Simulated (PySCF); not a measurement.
NaO, doublet (excess alpha electrons: πy +1). PBE0/def2-TZVP, PySCF, UKS. One reference determinant with the occupation held, the lowest that a PBE0 search over spins and occupations found; no spin-orbit coupling. Zero is the separated fragments in their ground configurations, without counterpoise. 2 further points of the run are not drawn. The dipole is positive if the first atom is negative.

Question: What bond curve does the calculation give?

Answer: re = 2.047 Å, ωe = 492 cm⁻¹, ωexe = 3.5 cm⁻¹, De = 2.54 eV.
| r (Å) | E (eV) |
| --- | --- |
| 1.765 | −2.01 |
| 1.847 | −2.31 |
| 1.929 | −2.47 |
| 1.990 | −2.53 |
| 2.052 | −2.54 |
| 2.114 | −2.52 |
| 2.196 | −2.47 |
| 2.298 | −2.36 |
| 2.421 | −2.19 |
| 2.586 | −1.94 |

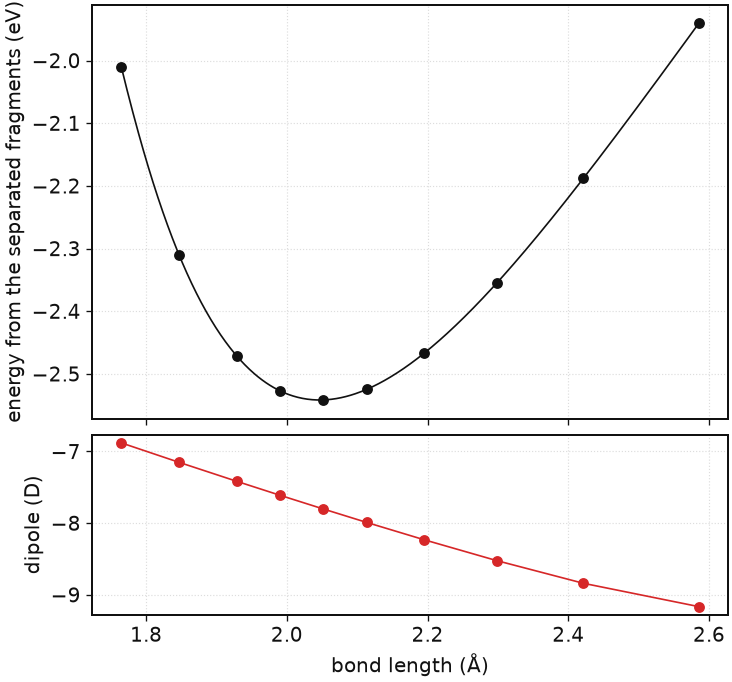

Note: lowest determinant of a PBE0 search, another state may lie lower.
